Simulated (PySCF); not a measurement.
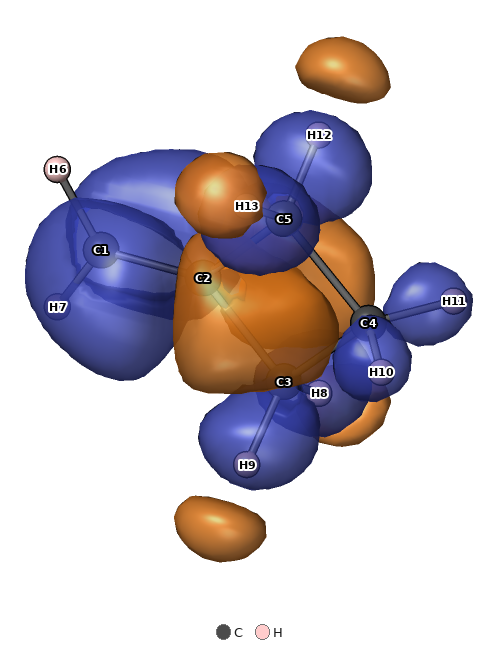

Figure. C₅H₈, SMILES `C=C1CCC1`. Unrelaxed difference density of S₂ less the ground state (TDA singlet states), ±0.008 e/Å³; orange: gain, blue: loss.

Computed with PySCF, PBE0/def2-SVPD, geometry: GFN2-xTB. No frequency check shows the geometry to be a minimum.

**How does the charge move on excitation?**

0.51 e is displaced in all, mostly between regions of the same atoms. The state: 7.06 eV (176 nm), f = 0.323 (bright); the leading pair carries 97 %; hole on C1 (37 %), C2 (24 %) and C3 and C5 (7 % each), electron on C1 (20 %), C2 (19 %) and C3 and C5 (7 % each); their centroids lie 0.3 Å apart.

Cost of the run: 3.4 min on 1 thread of Intel(R) Xeon(R) Platinum 8259CL CPU @ 2.50GHz (Skylake/Cascade Lake), with other jobs on the host, peak memory 0.82 GiB.
